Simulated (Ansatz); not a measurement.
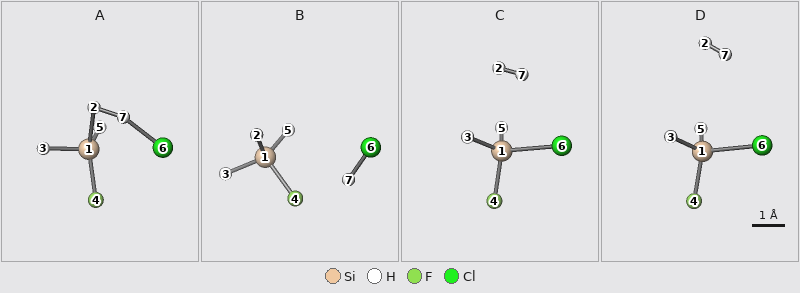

4 geometries from a converged minimum-energy path of SiH₄ClF, shuffled. The picture is a ball-and-stick view, seen at a tilt.

Method: Ansatz, RKS B3LYP-D4/def2-SVP. Settings: 5 movable images; climbing image; force threshold 0.05 eV/Å; iteration limit 60; starting path through a guess of the saddle point.

Question: One of them is the converged climbing image. Which?

Answer: A. In order along the path, whose images run from 0 to 6: B (image 0, 0.0 kcal/mol), A (image 3, +40.3 kcal/mol), C (image 5, −11.5 kcal/mol), D (image 6, −14.1 kcal/mol). Breaking: Cl6–H7 (1.30 → 1.59 at the top → 3.10 Å), Si1–H2 (1.48 → 1.69 at the top → 3.45 Å). Forming: H2–H7 (3.23 → 0.99 at the top → 0.76 Å), Si1–Cl6 (3.68 → 2.53 at the top → 2.06 Å).

Cost: 85 s on 1 thread of INTEL(R) XEON(R) PLATINUM 8581C CPU @ 2.30GHz (Emerald Rapids), with other jobs on the host, peak memory 0.16 GiB.
